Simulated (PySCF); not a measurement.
# OH: a chain of runs

Aim: a series of 17 runs (UPBE0-D4/def2-TZVP, UCCSD(T)/cc-pVDZ, USVWN5/cc-pVDZ, UPBE/cc-pVDZ, UBLYP/cc-pVDZ, U-revPBE/cc-pVDZ, UTPSS/cc-pVDZ, U-r2SCAN/cc-pVDZ, and more) of HO. The job is set up through a Python script.

Program for the calculation: PySCF 2.14.0.

**1. The system as given**

The species is OH (2 atoms), meant as a doublet with charge 0. The shape is cut from that of the parent molecule. The run starts from this shape.

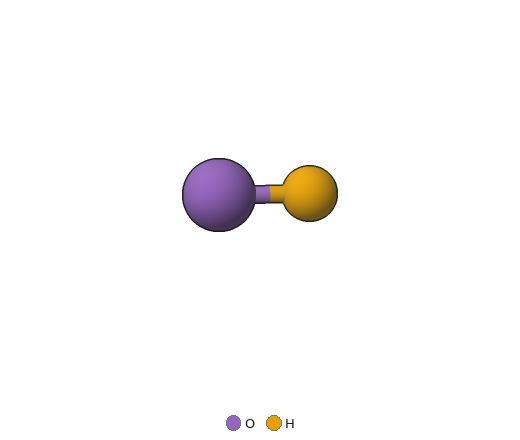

Viewed from a chosen angle; oxygen purple, hydrogen amber.

**2. A structure relaxation at UPBE0-D4/def2-TZVP (density fitting with def2-universal-jkfit) (run 1)**

job.py

```python
from pyscf import gto, dft
from pyscf.geomopt.geometric_solver import kernel as optimise

molecule = gto.M(
    atom=[
    ('O', (1.425719, 0.066937, -1.154567)),
    ('H', (1.202154, -0.637209, -1.784789)),
],
    charge=0,
    basis='def2-tzvp',
    verbose=3,
    spin=1,
    max_memory=1860,
)

calc0 = dft.UKS(molecule, xc='pbe0')
calc0 = calc0.density_fit(auxbasis='def2-universal-jkfit')
calc0.disp = 'd4'
calc0.conv_tol = 1e-09
calc0.max_cycle = 100
calc0.grids.level = 4
converged, mol_eq = optimise(calc0, maxsteps=80)
print('converged:', converged)
print(mol_eq.tostring())

calc0.reset(mol_eq)
molecule = mol_eq
calc0.kernel()
energy = calc0.e_tot
print(f'total energy: {energy:.8f} hartree')
```

Started as:

```console
$ OMP_NUM_THREADS=1 python job.py
```

Output:

```text
maxiter                   80
----------------------------------------------------------
Custom engine selected.
Bonds will be generated from interatomic distances less than 1.20 times sum of covalent radii
6 internal coordinates being used (instead of 6 Cartesians)
Internal coordinate system (atoms numbered from 1):
Distance 1-2
Translation-X 1-2
Translation-Y 1-2
Translation-Z 1-2
Rotation-A 1-2
Rotation-B 1-2
Rotation-C 1-2
> ===== Optimization Info: ====
> Job type: Energy minimization
> Maximum number of optimization cycles: 80
> Initial / maximum trust radius (Angstrom): 0.100 / 0.300
> Convergence Criteria:
> Will converge when all 5 criteria are reached:
>  |Delta-E| < 1.00e-06
>  RMS-Grad  < 3.00e-04
>  Max-Grad  < 4.50e-04
>  RMS-Disp  < 1.20e-03
>  Max-Disp  < 1.80e-03
> === End Optimization Info ===

Geometry optimization cycle 1
Cartesian coordinates (Angstrom)
 Atom        New coordinates             dX        dY        dZ
   O   1.425719   0.066937  -1.154567    0.000000  0.000000  0.000000
   H   1.202154  -0.637209  -1.784789    0.000000  0.000000  0.000000

WARN: Mole.unit (angstrom) is changed to Bohr

WARN: HOMO -0.392484143681501 >= LUMO -0.392484143681493

converged SCF energy = -75.6856201540861  <S^2> = 0.7525925  2S+1 = 2.0025908
--------------- DFUKS_Scanner gradients ---------------
         x                y                z
0 O    -0.0004491162    -0.0014185175    -0.0012729852
1 H     0.0004513194     0.0014201475     0.0012709977
----------------------------------------------
cycle 1: E = -75.6856201541  dE = -75.6856  norm(grad) = 0.00276954
Step    0 : Gradient = 1.958e-03/1.959e-03 (rms/max) Energy = -75.6856201541
Hessian Eigenvalues: 5.00000e-02 5.00000e-02 5.00000e-02 ... 5.00000e-02 5.00000e-02 5.31583e-01

Geometry optimization cycle 2
Cartesian coordinates (Angstrom)
 Atom        New coordinates             dX        dY        dZ
   O   1.425905   0.067610  -1.153889    0.000186  0.000673  0.000678
   H   1.201921  -0.637916  -1.785425   -0.000233 -0.000707 -0.000636
converged SCF energy = -75.6856239167532  <S^2> = 0.75259924  2S+1 = 2.0025975
--------------- DFUKS_Scanner gradients ---------------
         x                y                z
0 O    -0.0000183633    -0.0000616460    -0.0000585991
1 H     0.0000205797     0.0000633081     0.0000566329
----------------------------------------------
cycle 2: E = -75.6856239168  dE = -3.76267e-06  norm(grad) = 0.000123329
Step    1 : Displace = 9.747e-04/9.747e-04 (rms/max) Trust = 1.000e-01 (=) Grad = 8.721e-05/8.740e-05 (rms/max) E (change) = -75.6856239168 (-3.763e-06) Quality = 1.043
Hessian Eigenvalues: 4.99940e-02 5.00000e-02 5.00000e-02 ... 5.00000e-02 5.00000e-02 5.07951e-01

Geometry optimization cycle 3
Cartesian coordinates (Angstrom)
 Atom        New coordinates             dX        dY        dZ
   O   1.425876   0.067606  -1.153813   -0.000029 -0.000003  0.000077
   H   1.201901  -0.637950  -1.785458   -0.000020 -0.000033 -0.000033
converged SCF energy = -75.685623924278  <S^2> = 0.75259965  2S+1 = 2.002598
--------------- DFUKS_Scanner gradients ---------------
         x                y                z
0 O     0.0000012832     0.0000003004    -0.0000031470
1 H     0.0000009348     0.0000013646     0.0000011823
----------------------------------------------
cycle 3: E = -75.6856239243  dE = -7.52476e-09  norm(grad) = 3.97164e-06
Step    2 : Displace = 4.547e-05/4.547e-05 (rms/max) Trust = 1.414e-01 (+) Grad = 2.808e-06/3.412e-06 (rms/max) E (change) = -75.6856239243 (-7.525e-09) Quality = 0.977
Hessian Eigenvalues: 4.99940e-02 5.00000e-02 5.00000e-02 ... 5.00000e-02 5.00000e-02 5.07951e-01
Converged! =D

converged: True
O           1.42587634        0.06760642       -1.15381278
H           1.20190092       -0.63794975       -1.78545759

WARN: HOMO -0.392234671721897 >= LUMO -0.392234671721895

converged SCF energy = -75.685623920581  <S^2> = 0.75259971  2S+1 = 2.002598
total energy: -75.68562392 hartree
```

Run time: 5.1 s. Hardware: 1 thread of Arm Neoverse V2, shared host; peak memory 0.33 GiB.

The path in brief:

```csv
step,energy from the first frame kept (eV),largest force (eV/Å)
0,0.0000,0.1007
1,-0.0001,0.0045
2,-0.0001,0.0002
```

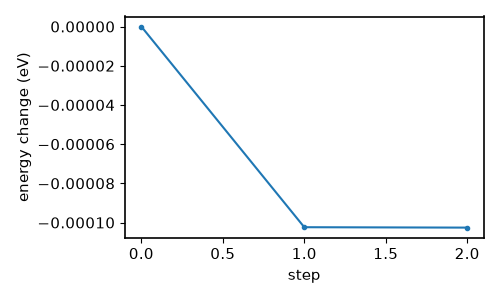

Energy along the run.

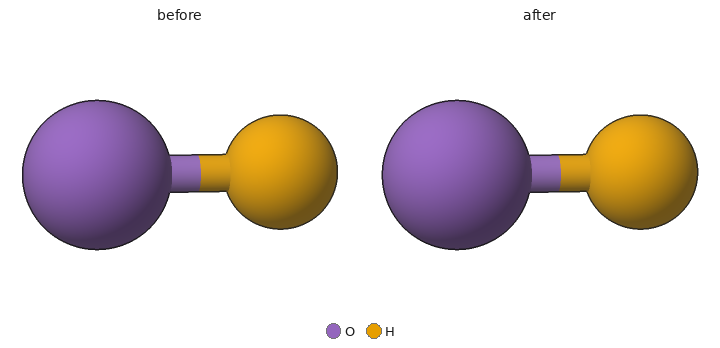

Before and after, at one scale.

After the run. Bond lengths: O1–H2 0.973 Å.

**3. Fragment A of bond 4-2: the energy at UCCSD(T)/cc-pVDZ (run 2)**

run.py

```python
from pyscf import gto, cc

system = gto.M(
    atom='''
O    1.425876   0.067606  -1.153813
H    1.201901  -0.637950  -1.785458
''',
    max_memory=1860,
    spin=1,
    basis='cc-pvdz',
    verbose=3,
)

myscf = system.UHF()
myscf.conv_tol = 1e-10
myscf.kernel()
if not myscf.converged:
    myscf = myscf.newton().run(myscf.mo_coeff, myscf.mo_occ)

mycc = cc.CCSD(myscf, frozen=1)
mycc.kernel()
e_t = mycc.ccsd_t()
etot = mycc.e_tot + e_t
print(f'total energy: {etot:.8f} hartree')
```

Started as:

```console
$ OMP_NUM_THREADS=1 python run.py
```

Output:

```text
converged SCF energy = -75.3937551660156  <S^2> = 0.75464305  2S+1 = 2.0046377
E(UCCSD) = -75.55758032456755  E_corr = -0.16382515855194
UCCSD(T) correction = -0.0017370718922377
total energy: -75.55931740 hartree
```

Run time: 0.72 s. Hardware: 1 thread of Arm Neoverse V2, shared host; peak memory 0.12 GiB.

Runs 3 to 13 aren't shown in full; the table further down has their settings and results.

**4. Fragment A of bond 4-2: a single-point energy at UCAM-B3LYP/cc-pVDZ (run 14)**

run.py

```python
from pyscf import gto, dft

molecule = gto.M(
    atom='O 1.425876 0.067606 -1.153813; H 1.201901 -0.637950 -1.785458',
    basis='cc-pvdz',
    max_memory=1860,
    spin=1,
    verbose=3,
)

myscf = dft.UKS(molecule, xc='cam-b3lyp')
myscf.conv_tol = 1e-10
myscf.grids.level = 5
myscf.kernel()
if not myscf.converged:
    myscf = myscf.newton().run(myscf.mo_coeff, myscf.mo_occ)

energy = myscf.e_tot
print('E = %.10f Eh' % energy)
```

Started as:

```console
$ OMP_NUM_THREADS=1 python run.py
```

Output:

```text
converged SCF energy = -75.7053667187781  <S^2> = 0.75173472  2S+1 = 2.001734
E = -75.7053667188 Eh
```

Wall time 1.8 s (1 thread of Arm Neoverse V2, shared host); peak memory 0.17 GiB.

Runs 15 to 16 aren't shown in full; the table further down has their settings and results.

**5. Fragment A of bond 4-2: the energy at UB2PLYP/cc-pVDZ (run 17)**

input.py

```python
from pyscf import gto, dft, mp

mol = gto.M(
    atom='O 1.425876 0.067606 -1.153813; H 1.201901 -0.637950 -1.785458',
    basis='cc-pvdz',
    max_memory=1860,
    spin=1,
    verbose=3,
)

mf = dft.UKS(mol)
mf.xc = '0.53*HF + 0.47*B88, 0.73*LYP'
mf.conv_tol = 1e-10
mf.grids.level = 5
mf.kernel()
if not mf.converged:
    mf = mf.newton().run(mf.mo_coeff, mf.mo_occ)

pt = mp.MP2(mf, frozen=1).run()
e_final = mf.e_tot + 0.27 * pt.e_corr
print('PT2 part  %.8f' % (0.27 * pt.e_corr))
print('E = %.10f Eh' % e_final)
```

Started as:

```console
$ OMP_NUM_THREADS=1 python input.py
```

Output:

```text
WARN: HOMO -0.408352969790033 >= LUMO -0.408352969790032

converged SCF energy = -75.6216891840993  <S^2> = 0.75262226  2S+1 = 2.0026205
E(UMP2) = -75.7979767325108  E_corr = -0.176287548411502
E(SCS-UMP2) = -75.7963822887604  E_corr = -0.17469310466106
PT2 part  -0.04759764
E = -75.6692868222 Eh
```

It took 1.6 s on 1 thread of Arm Neoverse V2, shared host; peak memory 0.17 GiB.

**6. Overview of the runs**

```csv
run,level,task,integral approximation,energy (Eh),dipole moment (D) of the reference,HOMO energy (eV),LUMO energy (eV),wall time
1,UPBE0-D4/def2-TZVP (density fitting with def2-universal-jkfit),optimise,def2-universal-jkfit,-75.685624,1.77,-9.09,-4.11,5.1 s
2,UCCSD(T)/cc-pVDZ,energy,none,-75.559317,1.81,-13.58,3.75,0.72 s
3,USVWN5/cc-pVDZ,energy,none,-75.159325,1.70,-6.31,-6.26,1.3 s
4,UPBE/cc-pVDZ,energy,none,-75.645019,1.62,-6.32,-5.50,1.4 s
5,UBLYP/cc-pVDZ,energy,none,-75.714644,1.61,-6.23,-5.49,1.4 s
6,U-revPBE/cc-pVDZ,energy,none,-75.706765,1.60,-6.30,-5.34,1.4 s
7,UTPSS/cc-pVDZ,energy,none,-75.738170,1.63,-6.57,-5.08,2.5 s
8,U-r2SCAN/cc-pVDZ,energy,none,-75.695848,1.69,-6.87,-4.61,14 s
9,UM06-L/cc-pVDZ,energy,none,-75.725846,1.69,-6.78,-4.64,4.8 s
10,UPBE0/cc-pVDZ,energy,none,-75.652729,1.69,-8.42,-3.41,1.4 s
11,UB3LYP/cc-pVDZ,energy,none,-75.732000,1.67,-8.08,-4.04,1.6 s
12,UBHLYP/cc-pVDZ,energy,none,-75.703534,1.73,-10.42,-1.42,1.4 s
13,UM06-2X/cc-pVDZ,energy,none,-75.700446,1.71,-10.32,-1.79,3.9 s
14,UCAM-B3LYP/cc-pVDZ,energy,none,-75.705367,1.70,-9.97,-2.19,1.8 s
15,U-wB97X/cc-pVDZ,energy,none,-75.711395,1.70,-11.07,-0.98,1.6 s
16,U-wB97M-V/cc-pVDZ,energy,none,-75.704990,1.67,-10.94,-0.96,3.9 s
17,UB2PLYP/cc-pVDZ,energy,none,-75.669287,1.73,-10.40,-0.81,1.6 s
```

**7. Results**

| quantity | value |
| --- | --- |
| fragment A of bond 4-2, run 17: total energy | -75.66929 Eh |
| fragment A of bond 4-2, run 17: dipole moment (SCF part) | 1.73 D |
| fragment A of bond 4-2, run 17: HOMO energy (SCF part's orbitals) (highest over α and β) | -10.40 eV |
| fragment A of bond 4-2, run 17: LUMO energy (SCF part's orbitals) (lowest over α and β) | -0.81 eV |
| fragment A of bond 4-2, run 17: ⟨S²⟩ | 0.753 |

Over runs 3, 4, 5, 6, 7, 8, 9, 10, 11, 12, 13, 14, 15, 16, 17 the dipole moment (its size) runs from 1.60 D (U-revPBE/cc-pVDZ) to 1.73 D (UBHLYP/cc-pVDZ). Totals of different functionals can't be ranked against each other. All runs together took 50 s, the longest 14 s.
